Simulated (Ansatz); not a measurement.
```yaml
atoms:
  - { symbol: C, position_ang: [-1.8860, 1.8159, 0.8139] }
  - { symbol: Al, position_ang: [-2.4469, 3.2221, -4.5767] }
  - { symbol: Mg, position_ang: [-2.0966, 2.3393, -1.1922] }
  - { symbol: O, position_ang: [-2.2791, 2.7965, -2.9446] }
  - { symbol: H, position_ang: [-2.8463, 1.5067, 1.2605] }
  - { symbol: H, position_ang: [-1.5041, 2.6557, 1.4189] }
  - { symbol: H, position_ang: [-1.1829, 0.9762, 0.9468] }
```

Geometry: PBE0-D3(BJ)/def2-SVP.

Level of theory: isolated molecule in a Gaussian basis; Kohn-Sham density functional theory, functional PBE0 (Ansatz 0.2.0).

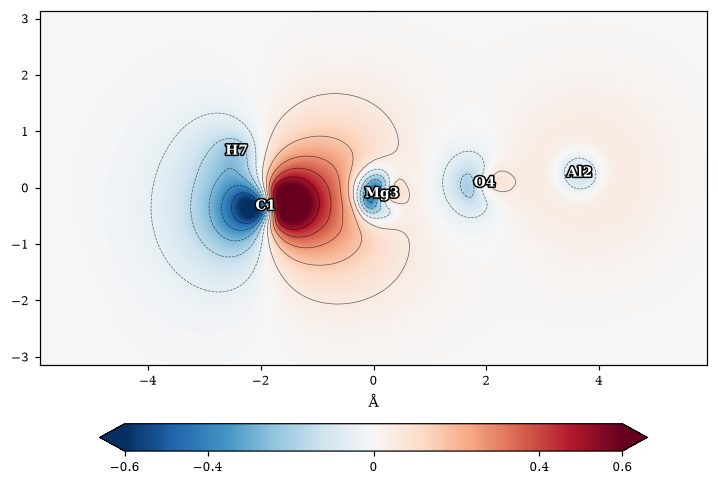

CH$_{3}$AlMgO (SMILES [CH3][Mg][O][Al]). The HOMO−1 on the plane of atoms Mg3, C1 and H7 (values in Å⁻³ᐟ²; the overall sign is arbitrary).

Describe this orbital and give its energy.

Answer. By Hirshfeld shares it lies mainly on C1 (about 55 %) and Mg3 (about 25 %). Its energy is −7.40 eV.
